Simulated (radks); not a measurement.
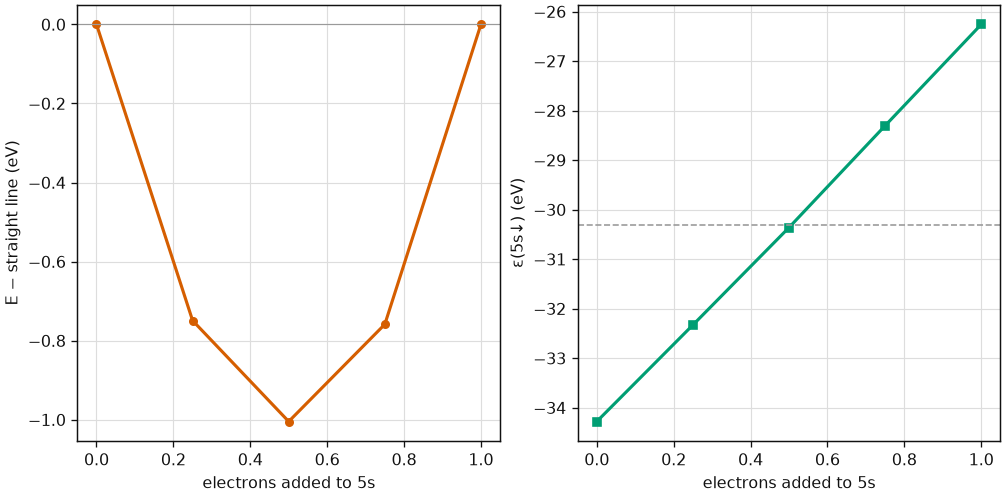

The occupation of the 5s shell is varied from Sn³⁺ ([Kr] 4d10 5s1 (high spin)) to Sn²⁺ ([Kr] 4d10 5s2), with spherical fractional occupations. The plot shows the total energy less the straight line between the end points, and the eigenvalue of 5s↓ (the dashed line is minus the energy to take the whole electron out). The values are computed.

> Was this Hartree-Fock or a semilocal functional, and how does the plot tell?

It was a semilocal functional (LDA, GGA or meta-GGA): scalar-relativistic Kohn-Sham, r2SCAN, spin-polarised, spherical densities, finite nucleus, computed with the in-house radial solver radks. The curve is convex (below the straight line), with the largest deviation among the points computed, −1.00 eV, at 0.5. The end points differ by 30.3 eV, the energy to take the electron out. The eigenvalue, which is the slope of the energy (Janak's theorem), moves from −34.3 eV at 0 to −26.3 eV at 1; for a straight line it would stay constant, and a parabola would sag by an eighth of this change, scaled to a whole electron, 1.00 eV. Convexity is the delocalisation error: fractional charges are too low in energy. For an s shell Hartree-Fock would as a rule bend the other way.
